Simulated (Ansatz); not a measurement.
The parent structure is WSe$_{2}$ (space group P6_3/mmc, No. 194; a = 3.230 Å, c = 12.411 Å; layered, stacked along the Cartesian z axis).

Structures relaxed with plane-wave PAW DFT at the PBEsol-D3(BJ) level (Ansatz, a first-principles code, 420 eV), no SOC.

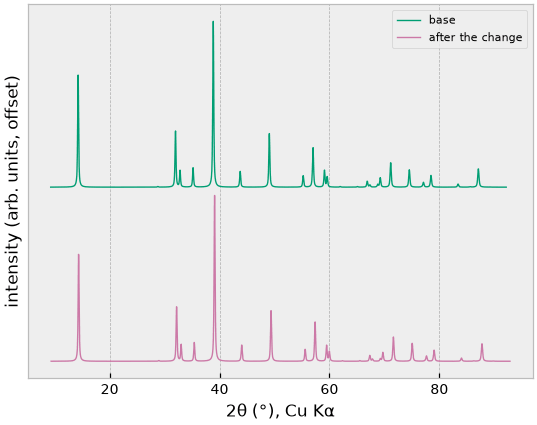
Fig. 1. Simulated powder patterns before (top) and after one change

**Question.** What was done to the base?
(A) isotropic strain −1.20 %
(B) isotropic strain −1.80 %
(C) isotropic strain −0.60 %
(D) isotropic strain −2.40 %

**Answer.** C, isotropic strain −0.60 %. Its volume per atom is 18.36 Å³ against 18.70 Å³, and its space group is P6_3/mmc (No. 194).

Whether these cells are dynamically stable was not tested.
